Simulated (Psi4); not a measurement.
**Run report: O$_{2}$, geometry relaxation (part 4 of 4)**

The same run, continued: O$_{2}$, multiplicity 3; B3LYP/6-31G**, UKS, dispersion D3(BJ) (Psi4 1.11). The atoms were displaced at random from an optimised geometry.

Geometry of the input (Å):
```
O  0.4849  -0.1702  0.2554
O  -0.5278  0.1420  -0.1346
```

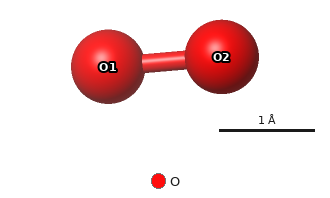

**Figure 1.** The geometry at step 3 of the log (ball-and-stick view, seen at a tilt; atoms are numbered from 1 in the order of the input).

What the program printed, continued
```
   @DF-UKS iter   0:  -150.32018832971849   -1.50320e+02   3.59367e-05
   @DF-UKS iter   1:  -150.32043240136110   -2.44072e-04   6.58672e-06 DIIS
   @DF-UKS iter   2:  -150.32043241220219   -1.08411e-08   3.06980e-06 DIIS
   @DF-UKS iter   3:  -150.32043241526412   -3.06193e-09   4.51381e-07 DIIS
   @DF-UKS iter   4:  -150.32043241533205   -6.79279e-11   1.82915e-08 DIIS
   @DF-UKS iter   5:  -150.32043241533211   -5.68434e-14   5.95903e-09 DIIS
  Energy and wave function converged.

  ==> Post-Iterations <==

   Electrons on quadrature grid:
      Nalpha   =    8.9999997199 ; deviation = -2.801e-07
      Nbeta    =    6.9999999890 ; deviation = -1.098e-08
      Ntotal   =   15.9999997089 ; deviation = -2.911e-07

   @Spin Contamination Metric:   6.604138570E-03
   @S^2 Expected:                2.000000000E+00
   @S^2 Observed:                2.006604139E+00
   @S   Expected:                1.000000000E+00
   @S   Observed:                1.000000000E+00

    Orbital Energies [Eh]
    ---------------------

    Alpha Occupied:

       1A    -19.312279     2A    -19.312104     3A     -1.301896
       4A     -0.837973     5A     -0.559398     6A     -0.559398
       7A     -0.547438     8A     -0.308154     9A     -0.308154

    Alpha Virtual:

      10A      0.196537    11A      0.669531    12A      0.708669
      13A      0.776752    14A      0.776752    15A      0.856390
      16A      0.895712    17A      0.895712    18A      1.273887
      19A      1.486930    20A      1.486930    21A      1.513728
      22A      1.513729    23A      1.893189    24A      1.893189
      25A      2.398339    26A      2.536094    27A      2.536094
      28A      2.795473    29A      3.154132    30A      3.487444

    Beta Occupied:

       1A    -19.282959     2A    -19.282660     3A     -1.243986
       4A     -0.749308     5A     -0.507780     6A     -0.456943
       7A     -0.456943

    Beta Virtual:

       8A     -0.112776     9A     -0.112776    10A      0.240750
      11A      0.688289    12A      0.726469    13A      0.832438
      14A      0.832438    15A      0.868244    16A      0.953654
      17A      0.953654    18A      1.301290    19A      1.520233
      20A      1.520233    21A      1.569443    22A      1.569443
      23A      1.964627    24A      1.964627    25A      2.434471
      26A      2.578055    27A      2.578055    28A      2.820627
      29A      3.198281    30A      3.531969

    Final Occupation by Irrep:
              A
    DOCC [     7 ]
    SOCC [     2 ]
    NA   [     9 ]
    NB   [     7 ]

  @DF-UKS Final Energy:  -150.32043241533211

   => Energetics <=

    Nuclear Repulsion Energy =             27.8857754175721979
    One-Electron Energy =                -261.5038273698414741
    Two-Electron Energy =                  97.0558054069571767
    DFT Exchange-Correlation Energy =     -13.7577303720935014
    Empirical Dispersion Energy =          -0.0004554979265217
    VV10 Nonlocal Energy =                  0.0000000000000000
    Total Energy =                       -150.3204324153321068

  UHF NO Occupations:
  HONO-2 :    7  A 1.9988114
  HONO-1 :    8  A 1.0000000
  HONO-0 :    9  A 1.0000000
  LUNO+0 :   10  A 0.0011886
  LUNO+1 :   11  A 0.0011886
  LUNO+2 :   12  A 0.0006534
  LUNO+3 :   13  A 0.0002431

Computation Completed

Properties will be evaluated at   0.000000,   0.000000,   0.000000 [a0]

Properties computed using the SCF density matrix

 Multipole Moments:

 ------------------------------------------------------------------------------------
     Multipole            Electronic (a.u.)      Nuclear  (a.u.)        Total (a.u.)
 ------------------------------------------------------------------------------------

 L = 1.  Multiply by 2.5417464519 to convert [e a0] to [Debye]
 Dipole X            :         -0.0000000            0.0000000           -0.0000000
 Dipole Y            :          0.0000000            0.0000000            0.0000000
 Dipole Z            :         -0.0000002            0.0000000           -0.0000002
 Magnitude           :                                                    0.0000002

 ------------------------------------------------------------------------------------

	total time  =          2 seconds =       0.03 minutes

         ------------------------------------------------------------
                                   SCF GRAD
         ------------------------------------------------------------

  ==> Geometry <==

    Molecular point group: c1
    Full point group: D_inf_h

    Geometry (in Angstrom), charge = 0, multiplicity = 3:

       Center              X                  Y                   Z               Mass
    ------------   -----------------  -----------------  -----------------  -----------------
         O            0.000000000000     0.000000000000    -0.607251205601    15.994914619570
         O            0.000000000000     0.000000000000     0.607251205601    15.994914619570

  Nuclear repulsion =   27.885775417572198

   => Molecular Quadrature <=

    Radial Scheme          =       TREUTLER
    Pruning Scheme         =           NONE
    Nuclear Scheme         =       TREUTLER

    Blocking Scheme        =         OCTREE
    BS radius alpha        =              1
    Pruning alpha          =              1
    Radial Points          =             75
    Spherical Points       =            302
    Total Points           =          41814
    Total Blocks           =            368
    Max Points             =            253
    Max Functions          =             30
    Weights Tolerance      =       1.00E-15

  -Total Gradient:
     Atom            X                  Y                   Z
    ------   -----------------  -----------------  -----------------
       1        0.000000000000    -0.000000000000     0.000173145249
       2       -0.000000000000    -0.000000000000    -0.000173145249

	total time  =          0 seconds =       0.00 minutes

    			-----------------------------------------

    			 OPTKING 3.0: for geometry optimizations

    			        with contributions from

    			-----------------------------------------

	                            ===> Fragment 1 <==

	 Z (Atomic Numbers)          Masses                          Geom
	       8.000000            15.994915          0.00000000  0.00000000 -1.14753847
	       8.000000            15.994915          0.00000000  0.00000000  1.14753847

	 - Coordinate -           - BOHR/RAD -       - ANG/DEG -
	 R(1,2)           =         2.295077           1.214502

	        --- Internal Coordinate Step in ANG or DEG, aJ/ANG or AJ/DEG ---
	-------------------------------------------------------------------------------
	           Coordinate      Previous         Force          Change          New
	           ----------      --------        ------          ------        ------
	               R(1,2)       1.21450        0.00143        0.00010       1.21460
	-------------------------------------------------------------------------------

	                                 ==> Convergence Check <==

	Measures of convergence in internal coordinates in au.

	Criteria marked as inactive (o), active & met (*), and active & unmet ( ).

	----------------------------------------------------------------------------------------------
	   Step    Total Energy     Delta E     Max Force     RMS Force      Max Disp      RMS Disp
	----------------------------------------------------------------------------------------------
	  Convergence Criteria     1.00e-06 *    3.00e-04 *             o    1.20e-03 *             o
	----------------------------------------------------------------------------------------------
	     6    -150.32043242   -2.27e-07 *    1.73e-04 *    1.73e-04 o    1.92e-04 *    1.92e-04 o  ~
	----------------------------------------------------------------------------------------------

Next Geometry in Ang
	Fragment 1 (Ang)

	    O   0.0000000000   0.0000000000  -0.6073021162
	    O   0.0000000000   0.0000000000   0.6073021162

    Final optimized geometry and variables:
    Molecular point group: c1
    Full point group: D_inf_h

    Geometry (in Angstrom), charge = 0, multiplicity = 3:

    O
    O             1          r2

    r2        =    1.2145024112

    Psi4 run time: 0:00:15.38

[set-up sections that repeat, and orbital energies of the middle runs, are left out above]
```

Standard output
```
Optimizer: Optimization complete!
```

Trajectory as extended XYZ (Å, eV, eV/Å), 6 frames, from step=0 to step=5
```
2
Properties=species:S:1:pos:R:3:forces:R:3 step=0 energy=-4090.06342
O     0.4849   -0.1702    0.2554    8.4759  -2.6130   3.2642
O    -0.5278    0.1420   -0.1346   -8.4759   2.6130  -3.2642
2
Properties=species:S:1:pos:R:3:forces:R:3 step=1 energy=-4090.40745
O     0.5135   -0.1790    0.2664    1.6946  -0.5224   0.6526
O    -0.5564    0.1508   -0.1457   -1.6946   0.5224  -0.6526
2
Properties=species:S:1:pos:R:3:forces:R:3 step=2 energy=-4090.42602
O     0.5206   -0.1812    0.2691    0.4214  -0.1299   0.1623
O    -0.5636    0.1530   -0.1484   -0.4214   0.1299  -0.1623
2
Properties=species:S:1:pos:R:3:forces:R:3 step=3 energy=-4090.42725
O     0.5225   -0.1818    0.2699    0.1110  -0.0342   0.0428
O    -0.5654    0.1536   -0.1491   -0.1110   0.0342  -0.0428
2
Properties=species:S:1:pos:R:3:forces:R:3 step=4 energy=-4090.42734
O     0.5230   -0.1819    0.2700    0.0297  -0.0092   0.0114
O    -0.5659    0.1538   -0.1493   -0.0297   0.0092  -0.0114
2
Properties=species:S:1:pos:R:3:forces:R:3 step=5 energy=-4090.42735
O     0.5231   -0.1820    0.2701    0.0080  -0.0025   0.0031
O    -0.5661    0.1538   -0.1494   -0.0080   0.0025  -0.0031
```

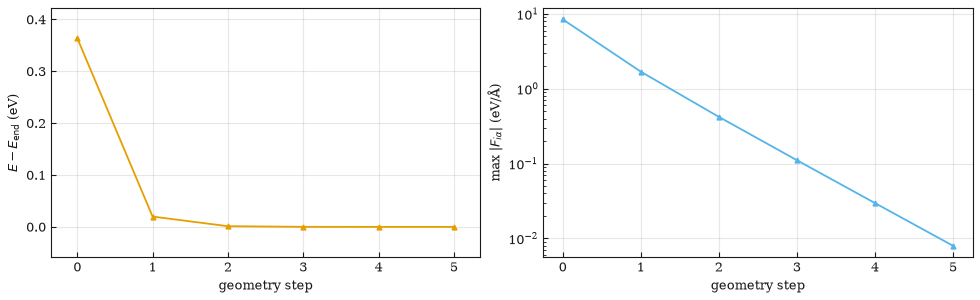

**Figure 2.** Progress of the relaxation, step by step (steps are counted from 0).

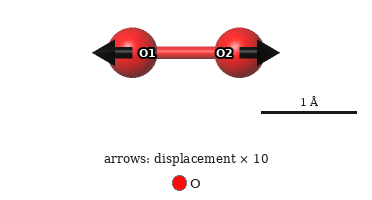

**Figure 3.** The starting structure with the displacements as black arrows, magnified 10 times (ball-and-stick view, seen at a tilt). The two geometries are laid on each other by the best rigid fit. The energy falls by 0.364 eV in 5 geometry steps. Largest force component: 8.5 eV/Å at the start, 0.008 eV/Å at the end. The largest moves after the best rigid fit, 0.043 Å, are those of O1 and O2. Among the contacts that change: O1–O2 1.129 → 1.215 Å. (Atoms are counted from 1 in the order of the input.)

Key numbers

```json
{"quantity": "outcome", "value": "converged"}
{"quantity": "total energy", "value": "−150.320432 hartree"}
{"quantity": "dispersion energy", "value": "−0.000455 hartree"}
{"quantity": "basis functions", "value": "30"}
{"quantity": "⟨S²⟩", "value": "2.007"}
{"quantity": "dipole moment", "value": "0.00 D"}
{"quantity": "wall time", "value": "17 s"}
{"quantity": "peak memory", "value": "0.26 GiB"}
```
